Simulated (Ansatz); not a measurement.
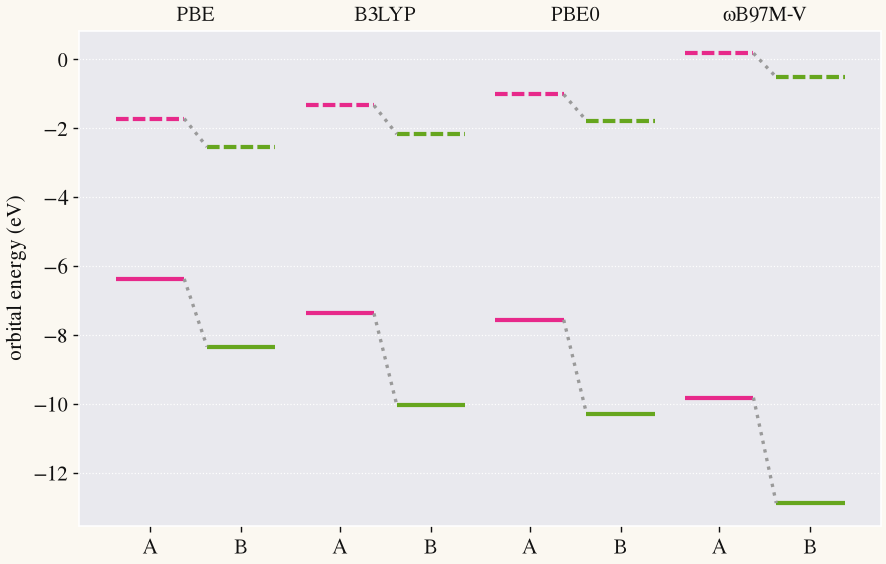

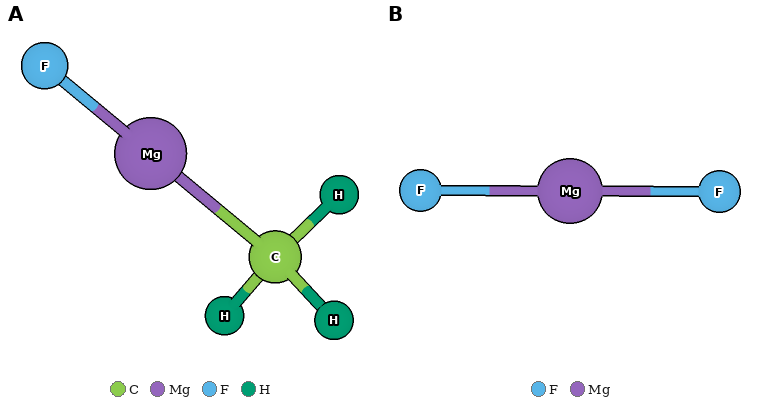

One change: A, CH₃FMg (SMILES [CH3][Mg][F]), becomes B, MgF₂ (SMILES [F][Mg][F]). CH₃ on Mg is replaced by F. HOMO (solid) and LUMO (dashed) computed in def2-TZVPP at PBE0-D4/def2-TZVP geometries, both minima by their frequencies, gas phase, the Ansatz code. Empty levels above zero depend strongly on the basis.

What does the change do to HOMO and LUMO?

Answer. PBE: the HOMO falls by 1.96 eV, the LUMO falls by 0.82 eV, and the separation goes from 4.65 to 5.80 eV. B3LYP: the HOMO falls by 2.65 eV, the LUMO falls by 0.83 eV, and the separation goes from 6.04 to 7.86 eV. PBE0: the HOMO falls by 2.72 eV, the LUMO falls by 0.76 eV, and the separation goes from 6.54 to 8.50 eV. ωB97M-V: the HOMO falls by 3.06 eV, the LUMO falls by 0.69 eV, and the separation goes from 10.00 to 12.36 eV.

Do the functionals agree on the effect?

Answer. They agree on the direction for both levels; the HOMO shift lies between −3.06 and −1.96 eV and the LUMO shift between −0.83 and −0.69 eV, while the separations themselves differ by up to 6.6 eV between functionals.
